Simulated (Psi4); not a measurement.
# UB3LYP/cc-pVTZ (sweep point 4) run of CH3BF (SMILES C[B]F)

Aim: the vertical doublet–quartet gap of CH3BF at UB3LYP/cc-pVTZ (sweep point 4), from 2 runs. Input form: a Python script.

Program for the calculation: Psi4 1.11.

4 further runs of the same task are left out: 4 set aside as unsound or not needed.

### Step 1. The structure to begin with

The species is CH3BF (6 atoms), meant as a doublet with charge 0. SMILES: `C[B]F`. The shape is that of a PBE0-D4/def2-TZVP optimisation.

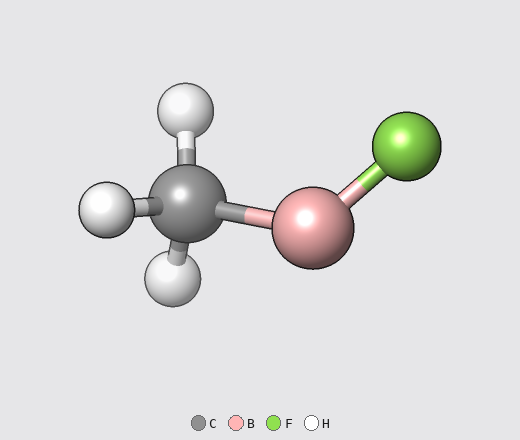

The structure, seen from a chosen angle (carbon grey, boron pink, fluorine green, hydrogen white).

### Step 2. The energy at UB3LYP/cc-pVTZ (sweep point 4)

The input, calc.py:

```python
import psi4

psi4.set_memory(1600000000)
psi4.set_num_threads(1)
psi4.set_output_file('run.log', False)

m = psi4.geometry("""
0 2
C     -0.303700     0.310500    -0.173700
B      0.287400    -1.067600     0.235500
F      1.486600    -1.228900     0.739300
H     -1.223500     0.495700     0.389500
H      0.393200     1.138600    -0.009600
H     -0.597900     0.287900    -1.227200
units angstrom
symmetry c1
""")

psi4.set_options({
    'basis': 'cc-pVTZ',
    'reference': 'uks',
    'puream': True,
    'scf_type': 'pk',
    'dft_radial_points': 50,
    'dft_spherical_points': 194,
    'maxiter': 150,
})

e_tot, wfn = psi4.energy("B3LYP", molecule=m, return_wfn=True)
print('E =', round(e_tot, 9))
for k, v in sorted(psi4.core.scalar_variables().items()):
    print(f'{k:45s} {v:18.10f}')
```

Command:

```sh
$ python calc.py
```

run.log:

```text
[...]
  Running in c1 symmetry.
[...]
  Nuclear repulsion =   57.584933907497522
[...]
  Multiplicity = 2
[...]
  Nalpha       = 12
  Nbeta        = 11
[...]
    Number of basis functions: 132
[...]
   @UKS iter   1:  -164.36822652431948   -3.31079e-01   6.10110e-03 DIIS/ADIIS
[...]
   @UKS iter   8:  -164.65858022122436   -5.41307e-08   6.00331e-07 DIIS
[...]
   @S^2 Observed:                7.514496900E-01
[...]
    Orbital Energies [Eh]
    ---------------------
    Alpha Occupied:
       1A    -24.710629     2A    -10.169399     3A     -6.819812
       4A     -1.235780     5A     -0.723485     6A     -0.565996
       7A     -0.486832     8A     -0.478823     9A     -0.428745
      10A     -0.415630    11A     -0.394474    12A     -0.198912
    Alpha Virtual:
      13A     -0.030790    14A      0.045438    15A      0.089751
      16A      0.094686    17A      0.106657    18A      0.159299
      19A      0.206986    20A      0.211858    21A      0.250862
      22A      0.252568    23A      0.277001    24A      0.350599
      25A      0.396681    26A      0.412335    27A      0.441052
[...]
  @UKS Final Energy:  -164.65858022122436
   => Energetics <=
    Nuclear Repulsion Energy =             57.5849339074975219
    One-Electron Energy =                -339.2621662429838807
    Two-Electron Energy =                 134.0537972923582117
    DFT Exchange-Correlation Energy =     -17.0351451780962222
    Empirical Dispersion Energy =           0.0000000000000000
    VV10 Nonlocal Energy =                  0.0000000000000000
    Total Energy =                       -164.6585802212243550
[...]
 Multipole Moments:
 ------------------------------------------------------------------------------------
     Multipole            Electronic (a.u.)      Nuclear  (a.u.)        Total (a.u.)
 ------------------------------------------------------------------------------------
 L = 1.  Multiply by 2.5417464519 to convert [e a0] to [Debye]
 Dipole X            :          3.3012333           -3.5504683           -0.2492351
 Dipole Y            :         -4.1224900            4.5778217            0.4553316
 Dipole Z            :          1.8387685           -1.9948182           -0.1560497
 Magnitude           :                                                    0.5420300
[...]
```

Standard output:

```text
E = -164.658580221
CURRENT ENERGY                                   -164.6585802212
CURRENT REFERENCE ENERGY                         -164.6585802212
DD SOLVATION ENERGY                                 0.0000000000
DFT FUNCTIONAL TOTAL ENERGY                      -164.6585802212
DFT TOTAL ENERGY                                 -164.6585802212
DFT VV10 ENERGY                                     0.0000000000
DFT XC ENERGY                                     -17.0351451781
GRID ELECTRONS ALPHA                               12.0000010331
GRID ELECTRONS BETA                                11.0000025867
GRID ELECTRONS TOTAL                               23.0000036198
NUCLEAR REPULSION ENERGY                           57.5849339075
ONE-ELECTRON ENERGY                              -339.2621662430
PCM POLARIZATION ENERGY                             0.0000000000
PE ENERGY                                           0.0000000000
SCF ITERATION ENERGY                             -164.6585802212
SCF ITERATIONS                                      8.0000000000
SCF TOTAL ENERGY                                 -164.6585802212
TWO-ELECTRON ENERGY                               134.0537972924
XC GRID RADIAL POINTS                              50.0000000000
XC GRID SPHERICAL POINTS                          194.0000000000
XC GRID TOTAL POINTS                            56960.0000000000
```

Run time: 7.2 s. Hardware: 1 thread of AMD EPYC 9R45 (Zen 5), shared host; peak memory 0.91 GiB.

### Step 3. The quartet at the same level

The input, ch3bf.py:

```python
import psi4

psi4.set_memory('1600 MB')
psi4.set_num_threads(1)
psi4.core.set_output_file('ch3bf.out', False)

m = psi4.geometry("""
0 4
C     -0.303700     0.310500    -0.173700
B      0.287400    -1.067600     0.235500
F      1.486600    -1.228900     0.739300
H     -1.223500     0.495700     0.389500
H      0.393200     1.138600    -0.009600
H     -0.597900     0.287900    -1.227200
units angstrom
symmetry c1
""")

psi4.set_options({
    'basis': 'cc-pVTZ',
    'reference': 'uks',
    'puream': True,
    'scf_type': 'pk',
    'dft_radial_points': 50,
    'dft_spherical_points': 194,
    'maxiter': 150,
})

e_tot, wfn = psi4.energy('b3lyp', molecule=m, return_wfn=True)
print(f'total energy {e_tot:.8f} hartree = {e_tot * 27.211386:.5f} eV')
for k, v in sorted(psi4.core.scalar_variables().items()):
    print(f'{k:45s} {v:18.10f}')
```

Command:

```sh
$ python ch3bf.py
```

ch3bf.out:

```text
[...]
  Running in c1 symmetry.
[...]
  Nuclear repulsion =   57.584933907497522
[...]
  Multiplicity = 4
[...]
  Nalpha       = 13
  Nbeta        = 10
[...]
    Number of basis functions: 132
[...]
   @UKS iter   1:  -164.03891632650794   -1.76901e-03   6.00306e-03 DIIS/ADIIS
[...]
   @UKS iter  11:  -164.38285678201103   -1.39743e-07   3.74222e-07 DIIS
[...]
   @S^2 Observed:                3.754679738E+00
[...]
    Orbital Energies [Eh]
    ---------------------
    Alpha Occupied:
       1A    -24.717775     2A    -10.263984     3A     -6.786166
       4A     -1.240732     5A     -0.797424     6A     -0.575245
       7A     -0.508554     8A     -0.495490     9A     -0.487924
      10A     -0.466209    11A     -0.458180    12A     -0.192329
      13A     -0.112027
    Alpha Virtual:
      14A      0.023002    15A      0.066262    16A      0.071458
      17A      0.104788    18A      0.162990    19A      0.185440
      20A      0.196679    21A      0.230388    22A      0.239961
      23A      0.256916    24A      0.334379    25A      0.369349
[...]
  @UKS Final Energy:  -164.38285678201103
   => Energetics <=
    Nuclear Repulsion Energy =             57.5849339074975219
    One-Electron Energy =                -338.5592512895489108
    Two-Electron Energy =                 133.6069789708518272
    DFT Exchange-Correlation Energy =     -17.0155183708114812
    Empirical Dispersion Energy =           0.0000000000000000
    VV10 Nonlocal Energy =                  0.0000000000000000
    Total Energy =                       -164.3828567820110322
[...]
 Multipole Moments:
 ------------------------------------------------------------------------------------
     Multipole            Electronic (a.u.)      Nuclear  (a.u.)        Total (a.u.)
 ------------------------------------------------------------------------------------
 L = 1.  Multiply by 2.5417464519 to convert [e a0] to [Debye]
 Dipole X            :          3.0678896           -3.5504683           -0.4825787
 Dipole Y            :         -3.3069887            4.5778217            1.2708330
 Dipole Z            :          1.6452994           -1.9948182           -0.3495189
 Magnitude           :                                                    1.4035890
[...]
```

The script printed:

```text
total energy -164.38285678 hartree = -4473.08537 eV
CURRENT ENERGY                                   -164.3828567820
CURRENT REFERENCE ENERGY                         -164.3828567820
DD SOLVATION ENERGY                                 0.0000000000
DFT FUNCTIONAL TOTAL ENERGY                      -164.3828567820
DFT TOTAL ENERGY                                 -164.3828567820
DFT VV10 ENERGY                                     0.0000000000
DFT XC ENERGY                                     -17.0155183708
GRID ELECTRONS ALPHA                               13.0000014962
GRID ELECTRONS BETA                                10.0000059017
GRID ELECTRONS TOTAL                               23.0000073978
NUCLEAR REPULSION ENERGY                           57.5849339075
ONE-ELECTRON ENERGY                              -338.5592512895
PCM POLARIZATION ENERGY                             0.0000000000
PE ENERGY                                           0.0000000000
SCF ITERATION ENERGY                             -164.3828567820
SCF ITERATIONS                                     11.0000000000
SCF TOTAL ENERGY                                 -164.3828567820
TWO-ELECTRON ENERGY                               133.6069789709
XC GRID RADIAL POINTS                              50.0000000000
XC GRID SPHERICAL POINTS                          194.0000000000
XC GRID TOTAL POINTS                            56960.0000000000
```

Wall time 8.7 s (1 thread of AMD EPYC 9R45 (Zen 5), shared host); peak memory 0.89 GiB.

### Step 4. Results

Level: UB3LYP/cc-pVTZ (sweep point 4).

```
                                        quantity          value
                           doublet: total energy  -164.65858 Eh
                          doublet: dipole moment         1.38 D
     doublet: HOMO energy (highest over α and β)       -5.41 eV
      doublet: LUMO energy (lowest over α and β)       -1.56 eV
                                   doublet: ⟨S²⟩          0.751
                           quartet: total energy  -164.38286 Eh
                          quartet: dipole moment         3.57 D
     quartet: HOMO energy (highest over α and β)       -3.05 eV
                                   quartet: ⟨S²⟩          3.755
vertical energy of the quartet above the doublet       7.503 eV
```

At this shape the quartet lies 7.50 eV (724 kJ/mol) above the doublet.
